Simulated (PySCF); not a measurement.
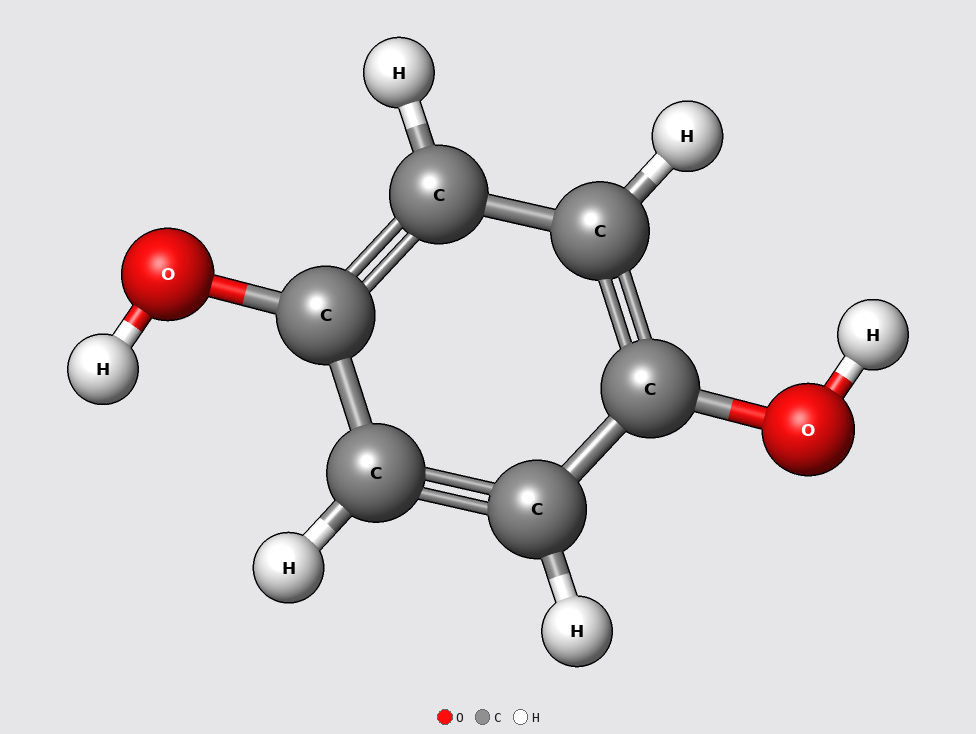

Ball-and-stick drawing of a structure. Multiple sticks mark multiple bonds (one Kekulé form).

The geometry was computed by an optimisation with GFN2-xTB. No frequency run is at hand to confirm it as a minimum.

Description:

It has 14 atoms: 6 carbon, 6 hydrogen and 2 oxygen (C₆H₆O₂). As SMILES it reads `Oc1ccc(O)cc1`. Independent rings (smallest set): 1 of 6 members, 1 of them aromatic. Among its groups: phenol. This geometry has C2h symmetry. All atoms lie on one plane. Coordination: 2 O bent; 6 C trigonal planar.

More results for the same structure follow; atom numbers are the same in all pictures, views and colours differ.

### Geometry

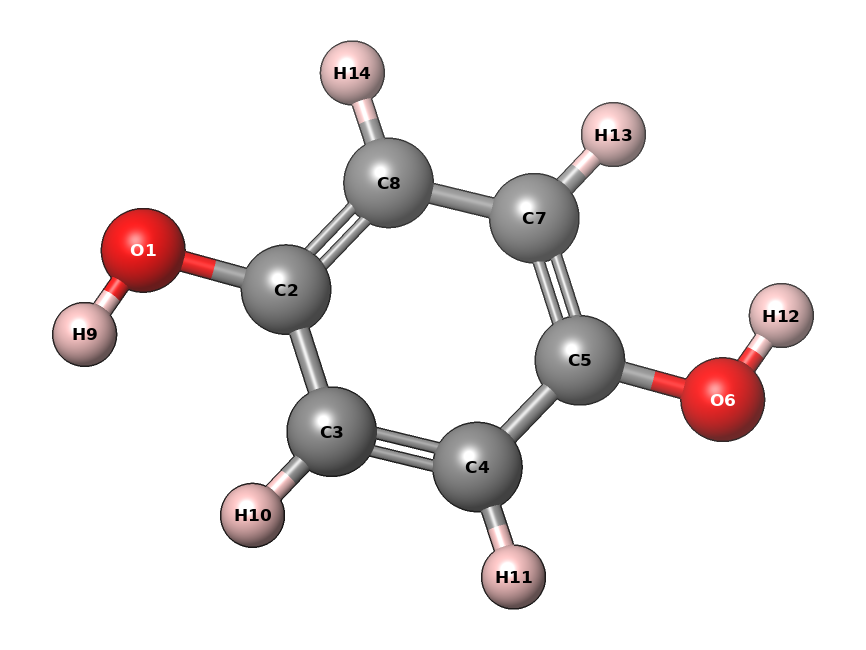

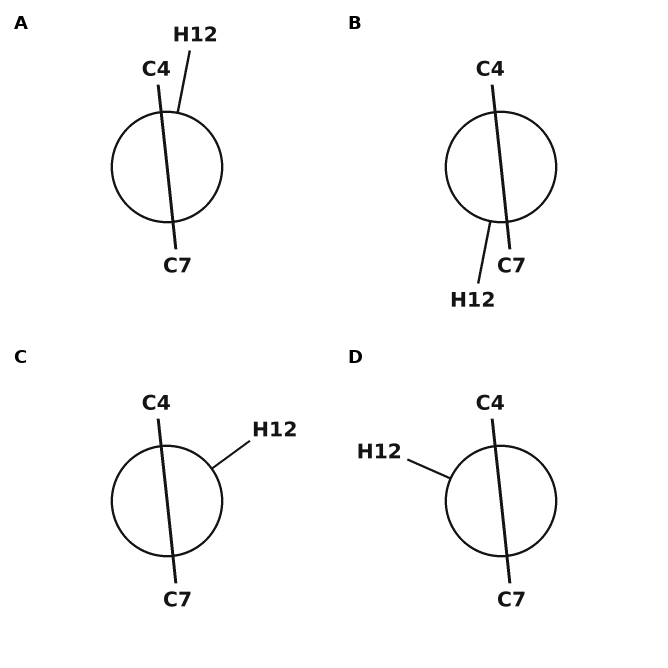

Depth is shown by fading: the farther an atom, the more it takes the colour of the background. Bonds that would overlap in a projection are set slightly apart. No frequency run is at hand to confirm it as a minimum.

Question: Which Newman projection shows the view along C5–O6, with C5 in front?

Answer: B. The torsion angle C4–C5–O6–H12 is 180°, antiperiplanar (anti).

### Ring current

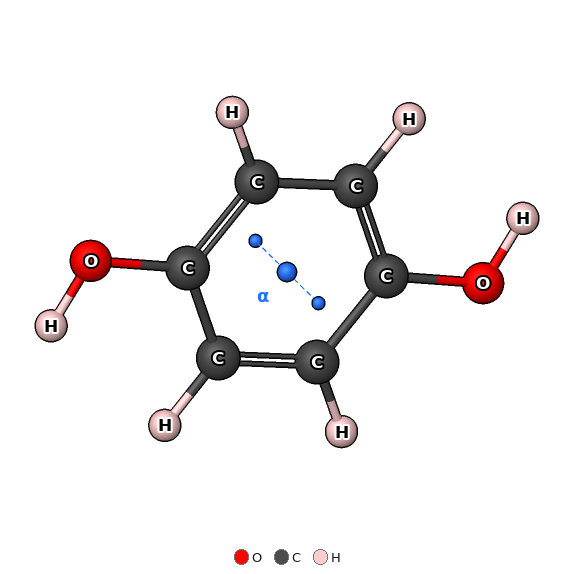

The small points mark where nucleus-independent chemical shifts (NICS) were computed: at the centre of each lettered ring and 1 Å above and below it. No frequency run is at hand to confirm it as a minimum. Properties computed with GIAO PBE0/pcSseg-1 NMR shielding, non-relativistic, gas phase (PySCF 2.14.0).

Give NICS(0), NICS(1) and the out-of-plane component NICS(1)zz for each ring (means of the two sides).

| ring | members | NICS(0) | NICS(1) | NICS(1)zz |
| --- | --- | --- | --- | --- |
| α | C6 | −10.4 | −10.7 | −25.6 |

Values in ppm.

Question: What do the values say about the ring currents?

Answer: Ring α: diatropic, as in an aromatic ring. NICS is one index among several.

### NMR shielding

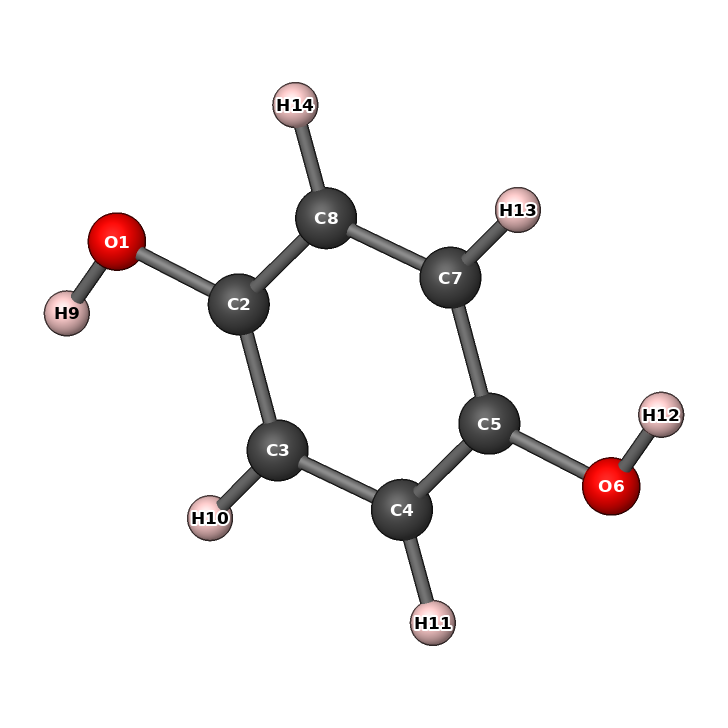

The questions are on isotropic NMR shieldings of the H atoms. No frequency run is at hand to confirm it as a minimum. Properties computed with GIAO PBE0/pcSseg-1 NMR shielding, non-relativistic, gas phase (PySCF 2.14.0).

Give the isotropic NMR shieldings of the H atoms atom by atom.

| atom | σ (ppm) |
| --- | --- |
| H9 | 27.84 |
| H10 | 25.05 |
| H11 | 24.72 |
| H12 | 27.84 |
| H13 | 25.05 |
| H14 | 24.72 |

### Polarisability

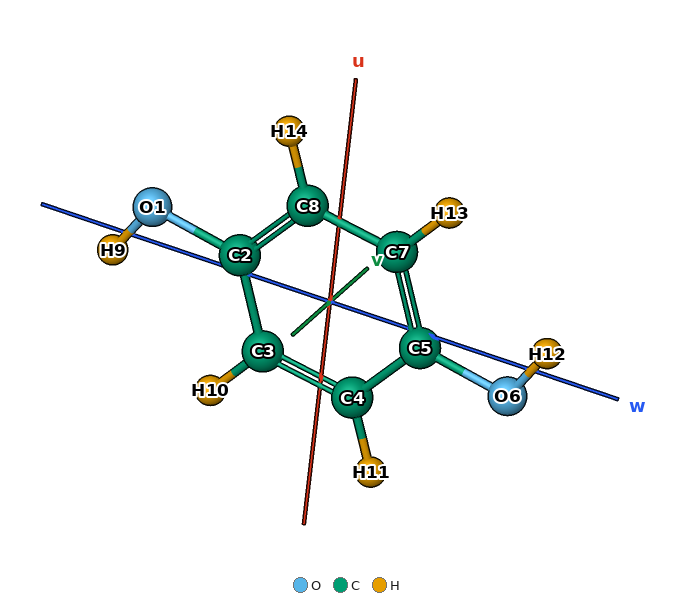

The lines u, v and w are the principal axes of the static dipole polarisability. No frequency run is at hand to confirm it as a minimum. Computed with PBE0/def2-SVPD (PySCF 2.14.0).

Question: Along which axis is the molecule most polarisable, and along which least?

Answer: Most along w (in the molecular plane, nearly parallel to the C3–C4 bond), least along v (normal to the molecular plane).

Question: Give the three principal values.

Answer: u 84.0, v 46.0, w 101.1 bohr³; mean 77.0, anisotropy 48.8 bohr³.
